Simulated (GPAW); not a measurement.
Consider LiMg (P-6m2).

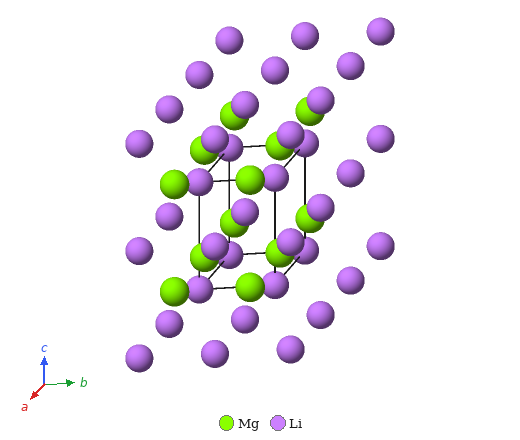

The structure (magnesium green, lithium purple). 3×2×2 cells are drawn. Some periodic images of atoms are drawn too.

```xyz
2
Lattice="3.1085 0.0000 0.0000 -1.5542 2.6920 0.0000 0.0000 0.0000 5.0255" Properties=species:S:1:pos:R:3 pbc="T T T"
Mg    1.5542    0.8973    2.5127
Li    0.0000    0.0000    0.0000
```

Absorber: atom 1, with 6 Li at 3.09 Å and 6 Mg at 3.11 Å (anticuboctahedral, as in hcp, site symmetry -6m2). Method: GPAW, LDA, excited-electron core hole (neutral cell), 16-atom cell with 7.4 Å between holes, 5×5×5 k points, dipole transitions, Gaussian full width 0.9 eV up to 4 eV, rising linearly to 3.5 eV at 25 eV.

**Question.** Predict the near-edge structure at the Mg K edge.

Main maxima up to 24 eV above the zero (height): 2.3 eV (0.98), 4.4 eV (1.06), 7.8 eV (1.34), 10.0 eV (1.36) and 23.2 eV (0.67). A K edge sees empty p states on the absorber. The total-energy difference is 1307.25 eV. One term is added: -12.89 eV, since the hole is spin-paired here and a spin-polarised one costs that much less in the free atom (computed apart). The photon energy is then 1294.36 eV. The tabulated edge of the element is 1303 eV. The functional leaves an error in such absolute values: in the free atom LDA prices this hole 6.5 eV below PBE (computed apart), and PBE is itself good to a few eV.

The Mg K spectrum (energy from the lowest empty level; intensity scaled to a mean of 1 over the first 20 eV; polarised curves are means over the symmetry-equivalent atoms):

```csv
E (eV),isotropic,ε ⊥ c,ε ∥ c
-2.0,0.00,0.00,0.00
-0.5,0.08,0.07,0.10
1.0,0.85,0.92,0.70
2.5,0.98,0.96,1.01
4.0,1.01,1.07,0.88
5.5,1.04,1.00,1.12
7.0,1.21,1.21,1.21
8.5,1.28,1.22,1.40
10.0,1.36,1.14,1.82
11.5,1.16,1.19,1.09
13.0,1.13,1.21,0.96
14.5,1.02,1.08,0.88
16.0,0.84,0.99,0.54
17.5,0.69,0.81,0.45
19.0,0.59,0.68,0.42
20.5,0.59,0.62,0.54
22.0,0.64,0.54,0.84
23.5,0.67,0.49,1.02
25.0,0.62,0.47,0.92
26.5,0.59,0.51,0.74
28.0,0.68,0.68,0.69
29.5,0.84,0.88,0.75
31.0,0.89,0.92,0.82
```

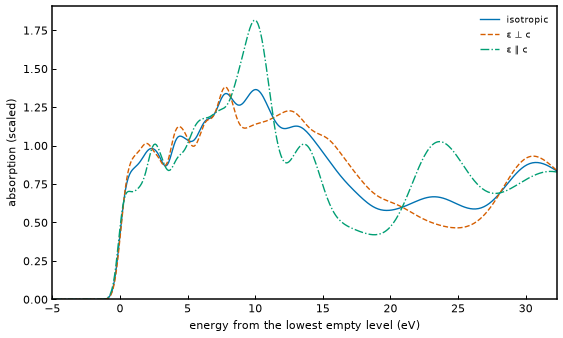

The Mg K edge.

The structure is a computed Materials Project entry and may be a hypothetical form.

[Banner, clock and machine lines of the logs are left out without a mark of their own.]

[Logs are printed without paths, hosts, clocks, repeated set-up lines and the standing remarks that a program may print on its own settings, such as how far it seeks lower states.]

[Hosts, paths, dates, database ids (printed as entryN), source tags and the programs' standing remarks are cut or masked in the printed files.]

[Lists of maxima count a maximum above −3 eV only where it reaches 4 % of the highest in the window and stands out from its surroundings by 2 % of it (1.5 % where it reaches 55 %); shoulders and weaker maxima are passed over, and of the rest the first, up to two pre-edge ones and the few strongest are named.]
